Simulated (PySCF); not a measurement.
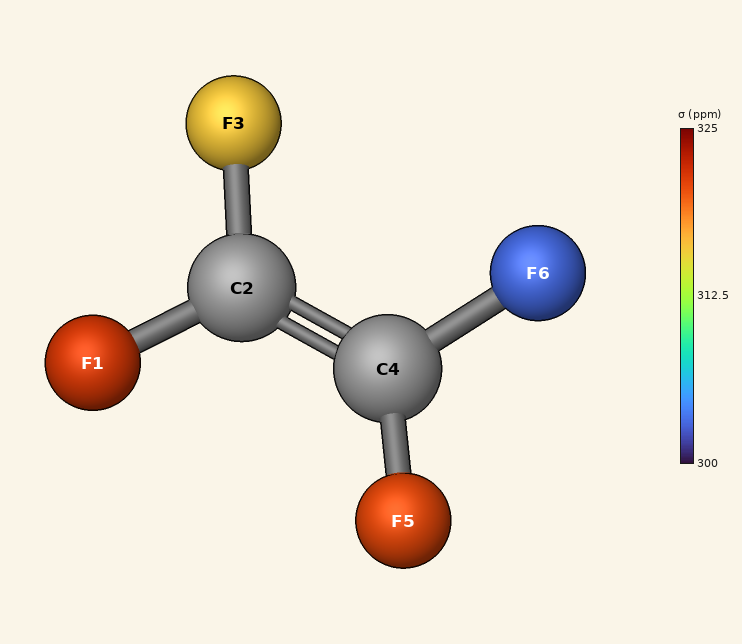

Atoms are coloured by their isotropic NMR shieldings (F only, the others grey). Geometry: a frame of a GFN2-xTB molecular-dynamics simulation, not a minimum. Properties computed with GIAO PBE0/pcSseg-1 NMR shielding, non-relativistic, gas phase (PySCF 2.14.0).

List the isotropic NMR shieldings of the F atoms.

```tsv
atom	σ (ppm)
F1	321.3
F3	316.1
F5	320.6
F6	303.2
```
